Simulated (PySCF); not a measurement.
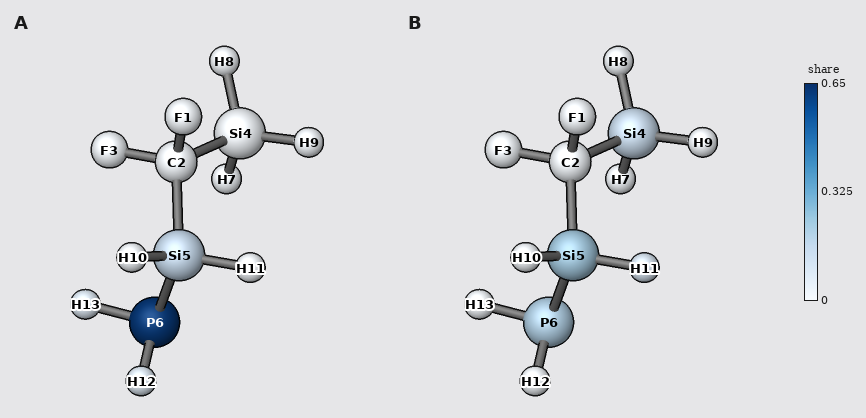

Each panel colours the atoms by their Löwdin share in one orbital (up to four of the largest shares; other atoms are shown as zero). The computed structure is the end point of a GFN2-xTB optimisation. No frequency run is at hand to confirm it as a minimum. Level of theory: ωB97X-D/def2-SVPD (PySCF 2.14.0).

> The panels show the HOMO, LUMO, in some order. Which is which?

A: HOMO, −9.65 eV; P6 0.63, Si5 0.14, H13 0.07, H12 0.06
B: LUMO, 1.54 eV; Si5 0.22, P6 0.20, Si4 0.14, H11 0.09

The geometry is semi-empirical. Around P, Si such bond lengths and angles can be off by a tenth of an ångström or more and by several degrees, and values that hang on the shape move with them.
